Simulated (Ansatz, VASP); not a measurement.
## TiB2: VASP beside Ansatz

One calculation is typed for both programs; each brings its own data sets. How far apart do they land? The cell is taken from a series of VASP runs on this material, whose earlier steps may have relaxed, scaled or displaced it; both programs get it as it stands. Valence electrons are named where the data sets of a main pair hold unlike numbers.

Method: plane waves, with VASP 6.6.1 beside it; band structure at PBEsol and electric field gradients at PBEsol, in Ansatz 0.2.0.

## Step 1: Set-up

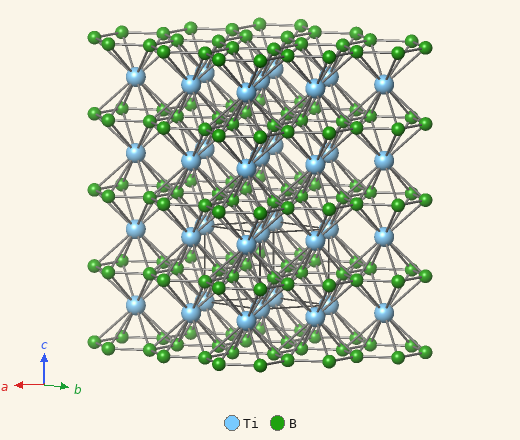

Start, viewed from a free direction; titanium blue, boron green. 2×2×3 cells are drawn. Some periodic images of atoms are drawn too.

Structure file:

```cif
data_structure
_symmetry_space_group_name_H-M 'P6/mmm'
_symmetry_Int_Tables_number 191
_cell_length_a 3.0167
_cell_length_b 3.0167
_cell_length_c 3.1915
_cell_angle_alpha 90.000
_cell_angle_beta 90.000
_cell_angle_gamma 120.000
_cell_volume 25.15
loop_
_atom_site_label
_atom_site_type_symbol
_atom_site_symmetry_multiplicity
_atom_site_Wyckoff_symbol
_atom_site_fract_x
_atom_site_fract_y
_atom_site_fract_z
_atom_site_occupancy
Ti1 Ti 1 a 0.00000 0.00000 0.00000 1
B1 B 2 d 0.33333 0.66667 0.50000 1
```

## Step 2: VASP: band structure, PBEsol

A single point gives forces, pressure and levels at one fixed geometry, so differences don't come from the geometry; what else differs is listed under the comparison.

Lines of VASP's logs that name or quote its potential files are left out, and so is its time.

Input file INCAR:

```
SYSTEM = TiB2
PREC = Accurate
ENCUT = 420
EDIFF = 1E-06
NELM = 100
ISMEAR = 0
SIGMA = 0.05
LREAL = .FALSE.
ALGO = Normal
GGA = PS
NBANDS = 22
LASPH = .TRUE.
LORBIT = 11
LWAVE = .FALSE.
LCHARG = .FALSE.
KPAR = 2
```

Input file POSCAR:

```
TiB2
1.0
    3.0166664090      0.0000000000      0.0000000000
   -1.5083332045      2.6125097449      0.0000000000
    0.0000000000      0.0000000000      3.1914937477
Ti B
1 2
Direct
    0.0000000000      0.0000000000      0.0000000000
    0.3333333333      0.6666666667      0.5000000000
    0.6666666667      0.3333333333      0.5000000000
```

Input file KPOINTS:

```
Automatic mesh
0
Gamma
10 10 8
0 0 0
```

Input file KPOINTS_OPT:

```
Line mode
16
Line-mode
Reciprocal
  0.00000000   0.00000000   0.00000000 GAMMA
  0.50000000   0.00000000   0.00000000 M

  0.50000000   0.00000000   0.00000000 M
  0.33333333   0.33333333   0.00000000 K

  0.33333333   0.33333333   0.00000000 K
  0.00000000   0.00000000   0.00000000 GAMMA

  0.00000000   0.00000000   0.00000000 GAMMA
  0.00000000   0.00000000   0.50000000 A

  0.00000000   0.00000000   0.50000000 A
  0.50000000   0.00000000   0.50000000 L

  0.50000000   0.00000000   0.50000000 L
  0.33333333   0.33333333   0.50000000 H

  0.33333333   0.33333333   0.50000000 H
  0.00000000   0.00000000   0.50000000 A

  0.50000000   0.00000000   0.50000000 L
  0.50000000   0.00000000   0.00000000 M

  0.33333333   0.33333333   0.00000000 K
  0.33333333   0.33333333   0.50000000 H
```

PAW data sets: Ti_sv and B (PBE family, release 64).

On the command line:

```bash
$ mpirun -np 2 vasp_std
```

Numbers of over 12 decimals in the logs are rounded to 6 here.

The log of the run:

```text
[banner, memory and clock lines left out]
running    2 mpi-ranks, on    1 nodes
 distrk:  each k-point on    1 cores,    2 groups
 distr:  one band on    1 cores,    1 groups

 POSCAR found type information on POSCAR TiB
 POSCAR found :  2 types and       3 ions
|                                                                             |
|               ----> ADVICE to this user running VASP <----                  |
|                                                                             |
|     You enforced a specific xc type in the INCAR file but a different       |
|     [... a line on the potential file left out ...]
|     I HOPE YOU KNOW WHAT YOU ARE DOING!                                     |
|                                                                             |

 LDA part: xc-table for (Slater+PW92), standard interpolation
 POSCAR, INCAR and KPOINTS ok, starting setup
 FFT: planning ... GRIDC
 FFT: planning ... GRID_SOFT
 FFT: planning ... GRID
 WAVECAR not read
 entering main loop
       N       E                     dE             d eps       ncg     rms          rms(c)
DAV:   1     0.116009803882E+03    0.11601E+03   -0.70985E+03  3112   0.816E+02
DAV:   2    -0.240586695703E+02   -0.14007E+03   -0.13236E+03  3272   0.251E+02
DAV:   3    -0.307157536589E+02   -0.66571E+01   -0.65770E+01  3778   0.556E+01
DAV:   4    -0.308443974645E+02   -0.12864E+00   -0.12851E+00  3414   0.727E+00
DAV:   5    -0.308467048768E+02   -0.23074E-02   -0.23074E-02  3652   0.890E-01    0.175E+01
DAV:   6    -0.257921679480E+02    0.50545E+01   -0.12439E+01  3782   0.356E+01    0.381E+00
DAV:   7    -0.257817824728E+02    0.10385E-01   -0.77366E-01  3542   0.785E+00    0.357E+00
DAV:   8    -0.257840957502E+02   -0.23133E-02   -0.59958E-02  4046   0.180E+00    0.603E-01
DAV:   9    -0.257794091673E+02    0.46866E-02   -0.33132E-02  3436   0.188E+00    0.298E-01
DAV:  10    -0.257788581610E+02    0.55101E-03   -0.16268E-03  3640   0.402E-01    0.837E-02
DAV:  11    -0.257788932636E+02   -0.35103E-04   -0.44982E-04  3766   0.176E-01    0.388E-02
DAV:  12    -0.257788920553E+02    0.12082E-05   -0.38698E-05  3470   0.640E-02    0.855E-03
DAV:  13    -0.257788913775E+02    0.67788E-06   -0.40401E-06  3558   0.176E-02
   1 F= -.25778891E+02 E0= -.25778025E+02  d E =-.173301E-02
 Start KPOINTS_OPT (optional k-point list driver)
k-point batch [1-70\144]
       N       E                     dE             ncg
DAV:   1    -0.219102852435E+04   -0.29637E+05     3102
DAV:   2    -0.120149461392E+05   -0.98239E+04     3302
DAV:   3    -0.124890705485E+05   -0.47412E+03     3658
DAV:   4    -0.124976622014E+05   -0.85917E+01     3404
DAV:   5    -0.124977753213E+05   -0.11312E+00     3604
DAV:   6    -0.124977772394E+05   -0.19181E-02     3400
DAV:   7    -0.124977772801E+05   -0.40751E-04     3526
DAV:   8    -0.124977772810E+05   -0.87829E-06     2358
[...]
k-point batch [141-144\144]
       N       E                     dE             ncg
DAV:   1     0.477928086715E+05   -0.33079E+04      176
DAV:   2     0.472460708102E+05   -0.54674E+03      182
DAV:   3     0.472246252302E+05   -0.21446E+02      232
DAV:   4     0.472243468772E+05   -0.27835E+00      200
DAV:   5     0.472243437357E+05   -0.31415E-02      256
DAV:   6     0.472243436838E+05   -0.51955E-04      206
DAV:   7     0.472243436827E+05   -0.10778E-05      256
DAV:   8     0.472243436827E+05   -0.20606E-07      168
```

Parts of OUTCAR (step 2):

```text
ion  position               nearest neighbor table
   1  0.000  0.000  0.000-   2 2.36   3 2.36   2 2.36   3 2.36   2 2.36   2 2.36   3 2.36   3 2.36
                             3 2.36   3 2.36   2 2.36   2 2.36
   2  0.333  0.667  0.500-   3 1.74   3 1.74   3 1.74   1 2.36   1 2.36   1 2.36   1 2.36   1 2.36
                             1 2.36
   3  0.667  0.333  0.500-   2 1.74   2 1.74   2 1.74   1 2.36   1 2.36   1 2.36   1 2.36   1 2.36
                             1 2.36

  LATTYP: Found a hexagonal cell.
 ALAT       =     3.0166664090
 C/A-ratio  =     1.0579538189

 Subroutine GETGRP returns: Found 24 space group operations
 (whereof 24 operations were pure point group operations)

The static configuration has the point symmetry D_6h.

 Found     70 irreducible k-points:

   k-points           NKPTS =     70   k-points in BZ     NKDIM =     70   number of bands    NBANDS=     22

   dimension x,y,z NGX =    20 NGY =   20 NGZ =   24
   dimension x,y,z NGXF=    40 NGYF=   40 NGZF=   48

   ENCUT  =  420.0 eV  30.87 Ry    5.56 a.u.   5.04  5.04  5.33*2*pi/ulx,y,z

   NELECT =      18.0000    total number of electrons

 k-points in reciprocal lattice and weights: Automatic mesh
   0.00000000  0.00000000  0.00000000       0.001
   0.10000000  0.00000000  0.00000000       0.007
   0.20000000  0.00000000  0.00000000       0.007
   0.30000000  0.00000000  0.00000000       0.007
   0.40000000  0.00000000  0.00000000       0.007
   0.50000000  0.00000000  0.00000000       0.004
   0.10000000  0.10000000  0.00000000       0.007
   0.20000000  0.10000000  0.00000000       0.015
   0.30000000  0.10000000  0.00000000       0.015
[...]
0.40000000  0.20000000  0.50000000       0.007
   0.30000000  0.30000000  0.50000000       0.007

 average (electrostatic) potential at core
       1 -70.4472       2 -22.1786       3 -22.1786

 E-fermi :  10.0488

 k-point     1 :       0.0000    0.0000    0.0000
  band No.  band energies     occupation
    ...
      5      -3.4337      2.00000
      6       7.4417      2.00000
      7       7.4417      2.00000
      8       7.9017      2.00000
      9       7.9507      2.00000
     10      12.0853      0.00000
     11      12.0853      0.00000
     12      13.9461      0.00000
     13      13.9461      0.00000
     14      15.9267      0.00000
    ...

 k-point     2 :       0.1000    0.0000    0.0000
  band No.  band energies     occupation
    ...
      5      -3.2388      2.00000
      6       6.9034      2.00000
      7       7.4131      2.00000
      8       7.7368      2.00000
      9       8.0452      2.00000
     10      12.0278      0.00000
     11      12.4269      0.00000
     12      13.2257      0.00000
     13      13.3547      0.00000
     14      16.6253      0.00000
    ...

 k-point     3 :       0.2000    0.0000    0.0000
  band No.  band energies     occupation
    ...
      5      -2.6720      2.00000
      6       5.5959      2.00000
      7       7.3010      2.00000
      8       7.4041      2.00000
      9       8.2112      2.00000
     10      11.8800      0.00000
     11      12.4200      0.00000
     12      12.7959      0.00000
     13      13.1831      0.00000
     14      17.3189      0.00000
    ...

  Total       -0.0156474     -0.0156474     -0.0174102      0.0000000      0.0000000      0.0000000
  in kB       -0.9967199     -0.9967199     -1.1090108      0.0000000      0.0000000      0.0000000
  external PRESSURE =      -1.0341502 kB  Pullay stress =       0.0000000 kB

  energy-cutoff  :      420.00
  volume of cell :       25.15
      direct lattice vectors                 reciprocal lattice vectors
     3.016666409  0.000000000  0.000000000     0.331491741  0.191386846  0.000000000
    -1.508333204  2.612509745  0.000000000     0.000000000  0.382773692  0.000000000
     0.000000000  0.000000000  3.191493748     0.000000000  0.000000000  0.313332903

 POSITION                                       TOTAL-FORCE (eV/Angst)
 -----------------------------------------------------------------------------------
      0.00000      0.00000      0.00000        -0.000000      0.000000      0.000000
     -0.00000      1.74167      1.59575         0.000000     -0.000000      0.000000
      1.50833      0.87084      1.59575        -0.000000      0.000000      0.000000
 -----------------------------------------------------------------------------------
    total drift:                               -0.000000      0.000000      0.000000

  FREE ENERGIE OF THE ION-ELECTRON SYSTEM (eV)
  ---------------------------------------------------
  free  energy   TOTEN  =       -25.7788913775 eV

  energy  without entropy=      -25.7771583643  energy(sigma->0) =      -25.77802487

 total charge
# of ion       s       p       d       tot
------------------------------------------
    1        2.182   6.223   2.067  10.472
    2        0.688   1.336   0.000   2.023
    3        0.688   1.336   0.000   2.023
--------------------------------------------------
tot          3.557   8.894   2.067  14.518

[... 3 further parts left out ...]
```

The run ends at a pressure of -0.10 GPa.

## Step 3: Ansatz: band structure, PBEsol

Ansatz runs on its default PAW (the set named soft_2) files.

The same cell, functional, mesh and smearing now go to Ansatz, which takes its cutoff from its data sets.

Input file input.yaml:

```yaml
crystal:
  lattice:
    - [3.016666409, 0.0, 0.0]
    - [-1.5083332045, 2.6125097449, 0.0]
    - [0.0, 0.0, 3.1914937477]
  atoms:
    - { symbol: Ti, position: [0.0, 0.0, 0.0] }
    - { symbol: B, position: [0.3333333333, 0.6666666667, 0.5] }
    - { symbol: B, position: [0.6666666667, 0.3333333333, 0.5] }
hamiltonian:
  xc: pbesol
  pseudopotentials: { kind: paw }
kpoints:
  mp_grid: { grid: [10, 10, 8] }
  band_path:
    path:
      - [0.0, 0.0, 0.0]
      - [0.13333, 0.0, 0.0]
      - [0.3, 0.0, 0.0]
      - [0.46667, 0.0, 0.0]
      - [0.46667, 0.06667, 0.0]
      - [0.41111, 0.17778, 0.0]
      - [0.35556, 0.28889, 0.0]
      - [0.28889, 0.28889, 0.0]
      - [0.17778, 0.17778, 0.0]
      - [0.06667, 0.06667, 0.0]
      - [0.0, 0.0, 0.03333]
      - [0.0, 0.0, 0.2]
      - [0.0, 0.0, 0.36667]
      - [0.0, 0.0, 0.5]
      - [0.16667, 0.0, 0.5]
      - [0.3, 0.0, 0.5]
      - [0.46667, 0.0, 0.5]
      - [0.46667, 0.06667, 0.5]
      - [0.41111, 0.17778, 0.5]
      - [0.35556, 0.28889, 0.5]
      - [0.28889, 0.28889, 0.5]
      - [0.17778, 0.17778, 0.5]
      - [0.06667, 0.06667, 0.5]
      - [0.5, 0.0, 0.46667]
      - [0.5, 0.0, 0.3]
      - [0.5, 0.0, 0.13333]
      - [0.33333, 0.33333, 0.0]
      - [0.33333, 0.33333, 0.16667]
      - [0.33333, 0.33333, 0.33333]
      - [0.33333, 0.33333, 0.5]
    npoints: 1
scf:
  occupations: { method: gaussian, width: 0.05 }
  n_extra_bands: 7
output:
  forces: true
  stress: true
  eigenvalues: true
  write_density: true
  write_potential: true
  elf: true
  volumetric_format: npy
```

On the command line:

```bash
$ ansatz run input.yaml --threads 2 --pin off --max-ram 4608MiB --backend cpu --events-out ev --progress --plain --runs-dir out
```

The log of the run:

```text
scf.n_extra_bands = 7 over 9 filled bands (N_el = 18.0): the run solves 16 bands
Engine: ansatz 0.2.0, aarch64-unknown-linux-gnu
Pseudopotentials: kind: paw
Pseudopotential: Ti, paw, valence charge 12, recommended cutoff 420 eV (normal), Ti.paw.azcp
Pseudopotential: B, paw, valence charge 3, recommended cutoff 420 eV (normal), B.paw.azcp
Functional definition: PBEsol
  exchange = pbesol_x
  correlation = pbesol_c
Crystal: 3 atoms, lattice volume = 25.152 Å³
Basis set: ecut = 420 eV, 503 PW (Γ), exchange–correlation on 48×48×48 points (8 copies of the dense FFT grid, shifted against one another)
Bands: 16, of which v1, the nominal top of the filled ones, is band 9 counted from 1 (8 counted from 0)
Symmetry: 24 space group operations
Space group: P6/mmm (ITA 191), of the structure as read, at distance tolerance 2.9e-5 Å
k-points: 70 of 800
Non-local potential: Ti, projectors of the file, l = 0: 3, l = 1: 2, l = 2: 3, l = 3: 1
Non-local potential: B, projectors of the file, l = 0: 2, l = 1: 2, l = 2: 1
PAW form: soft (Blöchl's): semilocal exchange-correlation on the pseudo side does not see the compensation charge
PAW frozen core: Ti, regenerated for the run's functional, and the local potential with it (the file was generated under x = pbe(κ = 0.804, μ = 0.219515), c = pbe(β = 0.066725))
PAW frozen core: B, regenerated for the run's functional, and the local potential with it (the file was generated under x = pbe(κ = 0.804, μ = 0.219515), c = pbe(β = 0.066725))
PAW one-centre angular grid: Ti, 590 points (default); XC on 64 Gauss nodes
PAW one-centre angular grid: B, 110 points (default); XC on 64 Gauss nodes
Initial density: superposition of atomic densities (neutral atoms: chi_scale 0, normalization atom), corrected by the library's trained network
Initial wavefunctions: pseudopotential atomic-orbital guess
Functional: x = pbesol(κ = 0.804, μ = 0.123457), c = pbesol(β = 0.046)
SCF iter   1: F=—  HF=-2782.617461 eV  |F-HF|=—  |Δ(HF+E_count)|=         —  Δρ=6.73e-3  dr2=8.61e-3  ethr=1.77e-3  ⟨swp⟩=5.0  Hψ=5205  notcnv=0  defer=1
preconditioner: auto → none  [metal: Δε(μ)=0.004 eV  Ē_g=10.621 eV  σ=0.050 eV  W_gap=0.04  n_scr=8 (ndim 8)  ℏωp=23.4 eV  f_vac=0.000  D(μ)=1.35/eV (n_scr^D=20)  sad-step TF]
SCF iter   2: F=—  HF=-2782.614485 eV  |F-HF|=—  |Δ(HF+E_count)|=   2.98e-3  Δρ=3.41e-3  dr2=2.76e-3  ethr=4.79e-5  ⟨swp⟩=2.0  Hψ=2001  notcnv=0  defer=117
SCF iter   3: F=—  HF=-2782.613400 eV  |F-HF|=—  |Δ(HF+E_count)|=   1.09e-3  Δρ=4.99e-4  dr2=8.88e-5  ethr=1.53e-5  ⟨swp⟩=2.8  Hψ=1844  notcnv=0  defer=117
SCF iter   4: F=—  HF=-2782.613384 eV  |F-HF|=—  |Δ(HF+E_count)|=   1.59e-5  Δρ=6.56e-5  dr2=1.53e-6  ethr=4.93e-7  ⟨swp⟩=2.5  Hψ=1354  notcnv=0  defer=117
iter 5 did not close the SCF: its close was put off for the readings that it lacked (scf_convergence_deferred on its scf_iter line)
SCF iter   5: F=-2782.613383 eV  HF=-2782.613383 eV  |F-HF|=3.25e-8  |Δ(HF+E_count)|=   2.80e-7  Δρ=1.26e-5  dr2=3.99e-8  ethr=8.50e-9  ⟨swp⟩=2.4  Hψ=1262  notcnv=0  defer=117
SCF iter   6: F=-2782.613383 eV  HF=-2782.613383 eV  |F-HF|=5.55e-11  |Δ(HF+E_count)|=   1.53e-8  Δρ=1.18e-6  dr2=1.27e-10  ethr=2.22e-10  ⟨swp⟩=7.7  Hψ=6202  notcnv=0
SCF 1 converged in 6 iterations: F = -2782.613383 eV  dr2 = 1.27e-10
  greatest PAW one-centre occupation: 0.999 electrons in one spin orbital (limit 2), on the Ti atom at site 0 (counted from 0), in its partial waves of l = 0
NSCF: frozen V_eff on 30 k-points
SCF converged after 6 iterations
Free energy (F): -2782.613383 eV
Harris-Foulkes:  -2782.613383 eV  (|F-HF|=5.55e-11)
Internal energy: -2782.611649 eV  (E = F + TS)
E sigma→0 (E₀):  -2782.612516 eV
Entropy (-TS):   -0.001734 eV (-0.578 meV/atom)
Fermi energy:    15.323041 eV
--- Per-component energies (eV) ---
  E_band       = -88.089527
  E_kinetic    = 377.166673
  E_local      = -776.665263  (includes V_loc(G=0)·N_el)
  E_nonlocal   = 30.176155
  E_hartree    = 329.957585
  E_xc         = -164.633846
  E_vxc        = -202.949385  (∫ρ·V_xc dr)
  E_paw        = -1173.354102  (= ΣΔE_a)
  E_vpaw       = -175.733210  (= ΣTr[D̂ρ^β])
  E_aug_tail   = 0.000085  (compensation charges beyond the density's cutoff)
  E_ewald      = -1405.427743
  E_core_change = 0.168806  (= ΣΔE_core)
  E_smearing   = -0.001734  (= −TS)
  E_closure    = 0.000000  (closes the sum)
  Σ components = -2782.613383   (vs F -2782.613383, Δ=0.00e0)
--- Forces (eV/Å), atoms counted from 1 ---
  atom   1  Ti    -0.00000000     0.00000000     0.00000000
  atom   2  B     -0.00000000    -0.00000000    -0.00000000
  atom   3  B     -0.00000000     0.00000000     0.00000000
  max |Σ_I F_I| component: 1.30e-16 eV/Å
--- Stress (GPa, compression-positive) ---
       -0.277898       0.000000      -0.000000
       -0.000000      -0.277898      -0.000000
       -0.000000      -0.000000      -0.187307
  P = ⅓ Tr σ = -0.2477 GPa (-2.477 kbar)
--- Band table (eV; the first three rows and the last of 70) ---
  k-point 0: bands = [... 5 lower, 12.7098, 12.7098, 13.1723, 13.2220, 17.3690, 17.3690, 19.2210, 19.2210, ... 3 higher]
  k-point 1: bands = [... 5 lower, 11.5549, 12.8799, 12.8799, 14.6321, 16.8542, 16.8542, 18.8478, 18.8478, ... 3 higher]
  k-point 2: bands = [... 5 lower, 9.8552, 13.3789, 13.3789, 15.8517, 16.0016, 16.0016, 17.8912, 17.8912, ... 3 higher]
  k-point 69: bands = [... 5 lower, 7.2994, 9.7357, 11.9966, 12.2862, 18.0312, 19.4728, 19.6839, 19.9980, ... 3 higher]
```

Elapsed: 2.5 s, on 2 threads of Arm Neoverse N1, shared host; peak memory 0.29 GiB.

## Step 4: Side by side

Known differences besides the potentials themselves: Ansatz makes its cores anew for this functional, VASP keeps those of its PBE data sets. Total energies have different zeros and are not compared.

Compared:

| quantity | Ansatz | VASP | difference |
| --- | --- | --- | --- |
| pressure (GPa) | -0.25 | -0.10 | -0.14 |
| pressure without Ansatz's Pulay correction (GPa) | -0.46 | -0.10 | -0.36 |

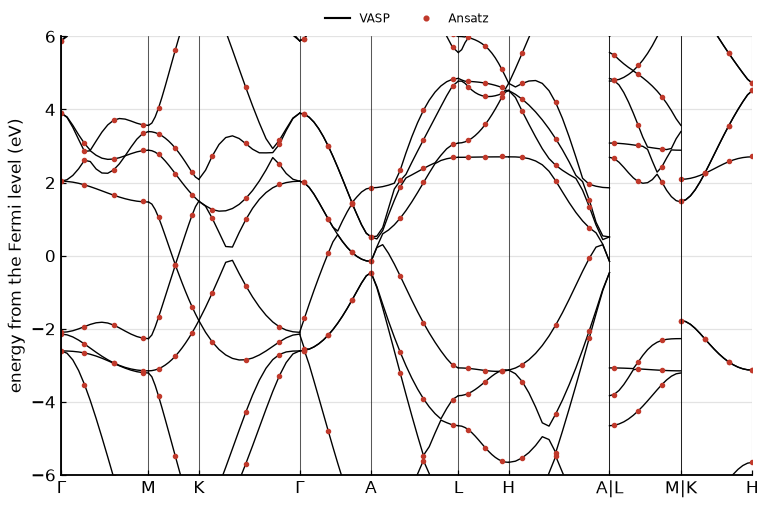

Bands from VASP (lines) and levels from Ansatz (dots). Dots without a line are higher empty bands that the VASP plot leaves out.

Levels from 3 eV below to 2 eV above the Fermi level differ by 4 meV r.m.s. and 9 meV at most; each VASP level is matched to the nearest of Ansatz, which flatters the figure a little. Ansatz's pressure holds a Pulay correction of 0.22 GPa; VASP's holds none.

(Part 1 of 2 ends here.)

[Lines on the potential files, build, host, timing and source positions are cut from VASP's logs without a mark.]

[Logs are printed without paths, hosts, clocks, repeated set-up lines and the standing remarks that a program may print on its own settings, such as how far it seeks lower states.]

[Hosts, paths, dates, database ids (printed as entryN), source tags and the programs' standing remarks are cut or masked in the printed files.]
